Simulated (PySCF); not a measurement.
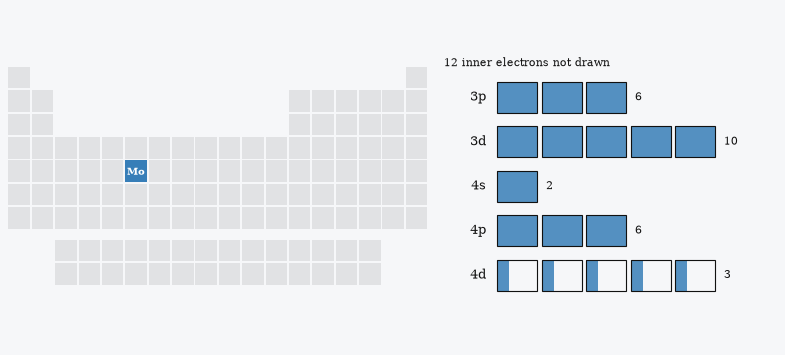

Fig. 1: Left, the place of molybdenum in the periodic table; right, the outer shells of the nominal configuration: a box for each of the 2l + 1 orbitals, shaded by the share of the shell that is filled, with the electron count at the right.

Atomic calculation, with input and output: Mo³⁺

System: Mo³⁺, configuration 1s2 2s2 2p6 3s2 3p6 3d10 4s2 4p6 4d3, multiplicity 4.
Method: unrestricted M06-L, STO-3G, non-relativistic, point nucleus (PySCF).

**Input file**
```python
from pyscf import gto, scf, dft, mp, cc
import basis_set_exchange as bse
mol = gto.M(atom="Mo 0 0 0", charge=3, spin=3, symmetry="D2h",
            basis=gto.basis.parse(bse.get_basis("STO-3G", elements=["Mo"], fmt="nwchem", header=False)))
mf = dft.UKS(mol, xc="M06L")
mf.irrep_nelec = {'Ag': (6, 6), 'B1g': (2, 1), 'B2g': (2, 1), 'B3g': (2, 1), 'B1u': (3, 3), 'B2u': (3, 3), 'B3u': (3, 3)}
mf.kernel()
```

The script is an equivalent of what the driver set up; the driver started from orbitals of its own, so the log can be shorter than this script's would be, and it computed the properties (radii, ⟨L²⟩, response) afterwards. It held the occupations shell by shell, which the script's counts by irreducible representation don't always enforce.

Hardware: 1 thread of Arm Neoverse V2, 23 GiB of memory available, shared host.

Launched within a batch (the task file carries these settings):
```bash
OMP_NUM_THREADS=1 python <driver script> TASK.json OUT
```

**Output (extracts)**
```
damping factor = 0
level_shift factor = 0
DIIS = <class 'pyscf.scf.diis.CDIIS'>
diis_start_cycle = 1
diis_space = 10
diis_damp = 0
SCF conv_tol = 1e-09
SCF conv_tol_grad = None
number electrons alpha = 21  beta = 18
XC functionals = M06L
    Y. Zhao and D. G. Truhlar.,  J. Chem. Phys. 125, 194101 (2006)
    Y. Zhao and D. G. Truhlar.,  J. Chem. Phys. 125, 194101 (2006)
    Y. Zhao and D. G. Truhlar.,  Theor. Chem. Acc. 120, 215 (2008)
cycle= 1 E= -3935.99738530073  delta_E= -0.00247  |g|= 0.00331  |ddm|= 0.0462
cycle= 2 E= -3935.99738727255  delta_E= -1.97e-06  |g|= 8.95e-05  |ddm|= 0.00156
cycle= 3 E= -3935.99738727528  delta_E= -2.72e-09  |g|= 4.5e-06  |ddm|= 7.23e-05
cycle= 4 E= -3935.99738727529  delta_E= -1.68e-11  |g|= 4.47e-07  |ddm|= 5e-06
converged SCF energy = -3935.99738727529  <S^2> = 3.7500301  2S+1 = 4.000015
```

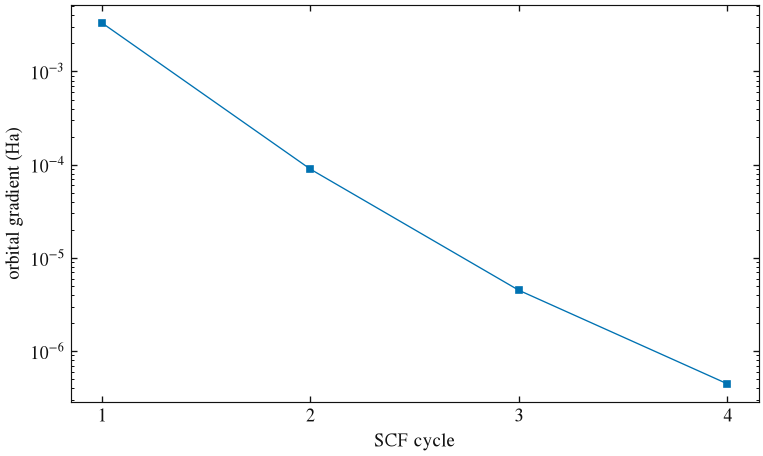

Fig. 2: Convergence: orbital gradient against the SCF cycle. The residual falls at every step. It goes from 0.0033 to 4.5×10⁻⁷ in 4 steps.

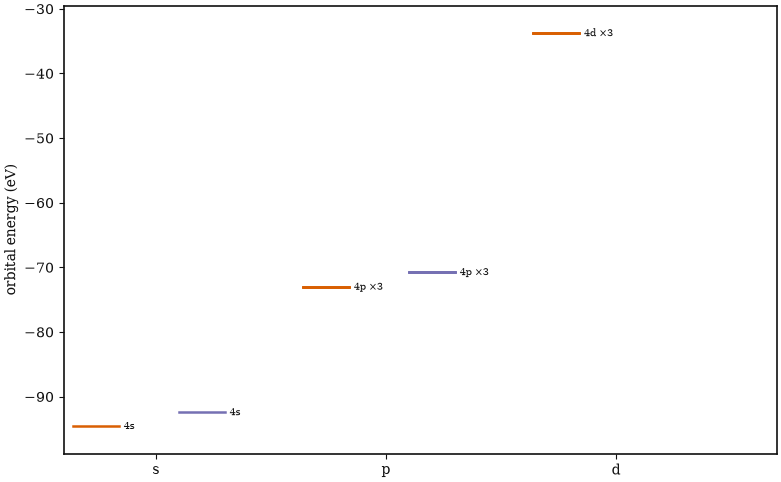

Fig. 3: Orbital energies of the mean field, from the top down to −94.6 eV, by angular momentum, α spin at the left of each column and β at the right; ×n counts the orbitals under one label. The highest filled orbital is 4d α at −33.8 eV, the lowest empty one d α at −32.1 eV.

**Outcome**

```
      quantity               value
       outcome           converged
  total energy  −3935.9974 hartree
kinetic energy   3927.7618 hartree
          ⟨S²⟩               3.750
          ⟨L²⟩               12.00
SCF iterations                   4
```

**What is odd here**

One thing in this input was made odd on purpose: minimal basis. The program ran to the end. Its numbers are those of this setting; this run alone doesn't show how far the oddity moves them. Relativity is left out, which matters for an atom this heavy.
